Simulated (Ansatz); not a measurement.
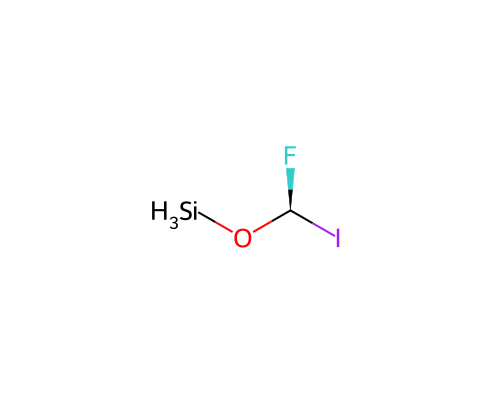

(Drawn from a calculation with Ansatz.)

A structural formula.

Q: Write the SMILES.

A: F[C@@H](I)O[SiH3]

Q: Give the formula, hydrogens included.

A: CH4FIOSi.

Q: An optimisation with PBE-D4/def2-SVP gave a structure of which point group?

A: C1.
